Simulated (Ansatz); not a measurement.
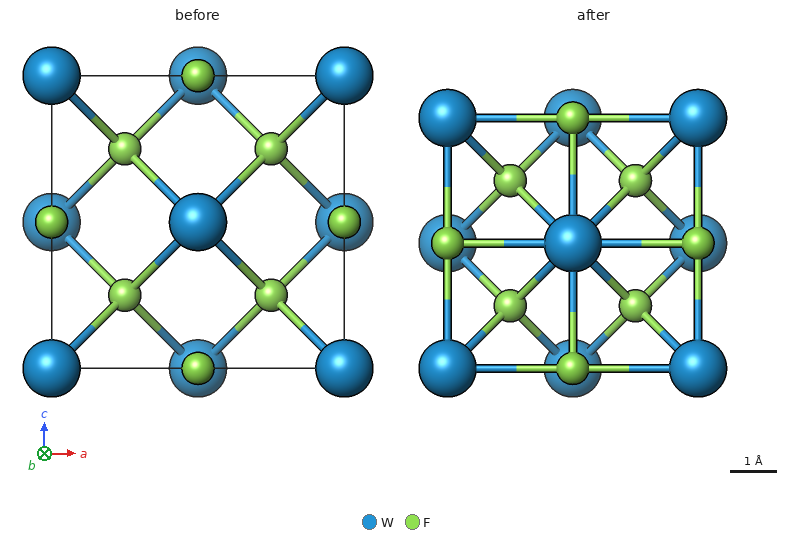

The structure of a crystal of WF₃ (a generated structure, set up in Fm-3m) (coarse preliminary run) before (left) and after (right) a relaxation, at one scale.

The picture is a ball-and-stick view of the conventional cell (4 times the calculation's cell), seen along the b axis. Lengths and directions refer to the drawn axes.

All numbers below come from Ansatz, DFT PBE, scalar-relativistic, plane waves, PAW. (plane-wave cutoff 420 eV; k-point mesh 6 × 6 × 6; occupations gaussian; smearing width 0.1 eV; collinear spin; cell and atoms relaxed; force threshold 0.04 eV/Å; at most 70 steps)

### What changed between the two?

The atoms keep their places relative to the cell (all moves are under 0.005 Å). Cell: a = b = c 6.406 → 5.479 Å (−14.5 %). Volume −37.4 %. Among the contacts that change: F–W 3.203 → 2.740 Å, F–W 2.774 → 2.373 Å. The space group stays Fm-3m (No. 225). Over 5 accepted moves (7 points after the start) the energy falls by 762 meV per atom. All forces vanish by symmetry, so only the cell relaxes. Pressure: −24.86 GPa at the start and −0.01 GPa at the end. The SCF was repeated twice at an unchanged geometry on a basis and grid sized afresh for the cell, which shifted the energy by 4.2 meV per atom at most.
